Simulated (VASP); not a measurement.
Band structure of Fe (bcc). These are SCAN meta-GGA, VASP's PBE PAW potentials (set 64) (plane waves; VASP) values and carry that method's errors.

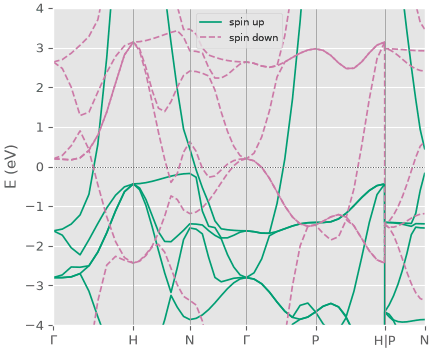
Bands along high-symmetry lines, zero at the valence-band maximum or, without a gap, the Fermi level

Problem. Read the plot: is there a gap, and where are the band edges?

Solution. It has no gap at this level: it comes out as a metal or semimetal.

The compound is Fe in the bcc structure. It was relaxed first.
